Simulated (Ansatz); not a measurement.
**C₂H₂O: density, localisation and related maps**

```xyz
5

C    -0.3663    0.2826   -0.2739
C     0.5422   -0.4354    0.3674
O     1.3555   -1.0779    0.9413
H    -1.2205   -0.2090   -0.7401
H    -0.2610    1.3660   -0.3361
```

Theory: Ansatz 0.2.0, RKS BLYP-D4/6-31G*.

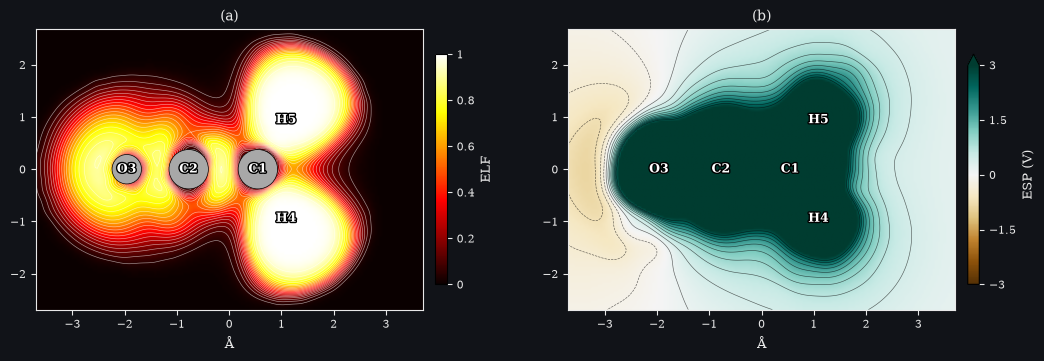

Figure 1. (a) ELF; (b) electrostatic potential on the molecular plane. Grey discs cover the atomic cores in the ELF map.

**Describe what can be read from this map.**

Atoms in the plane: C, O and H. C–O (1.18 Å): the ELF peaks at about 0.85 between the atoms; a multiple bond. C–C (1.32 Å): the ELF peaks at about 0.90 between the atoms; a short, multiple covalent bond. C–H (1.09 Å): the ELF climbs to about 1 towards the hydrogen, as it does in any bond to H; an ordinary covalent bond to hydrogen. The ELF also peaks beside O3, away from the bonds: lone-pair regions. Outside the dense part of the molecule the potential is most negative (−0.9 V) near O3.

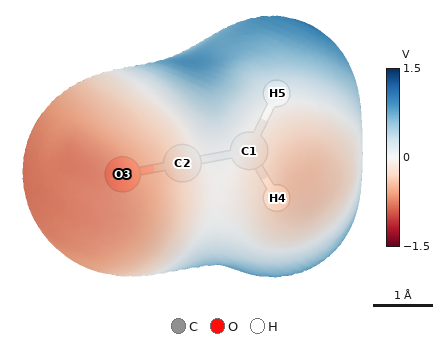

Figure 2. The electrostatic potential painted on the density surface at 0.001 e/bohr³, seen at a tilt; the colour scale runs from red (negative) to blue (positive).

**Describe the electrostatic potential map.**

The most negative region (about −0.8 V) lies over O3, the most positive (about +1.0 V) over H5.

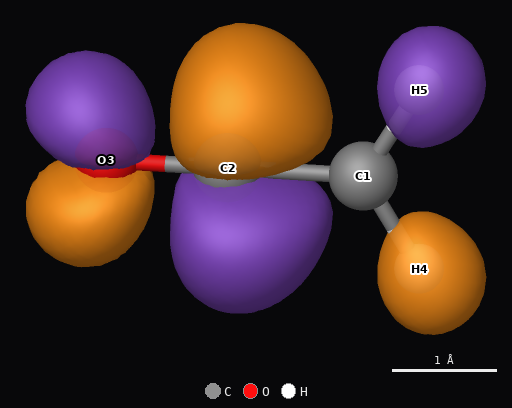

Figure 3. The LUMO at ±0.15 Å⁻³ᐟ² (orange and purple are the two phases), seen at a tilt.

**Describe this orbital and give its energy.**

By Hirshfeld shares it lies mainly on C2 (about 45 %), O3 (about 30 %), C1 (about 10 %), H4 (about 5 %) and H5 (about 5 %); it is symmetric in the molecular plane (an in-plane orbital: σ, lone-pair or in-plane π type). Its energy is −1.81 eV.
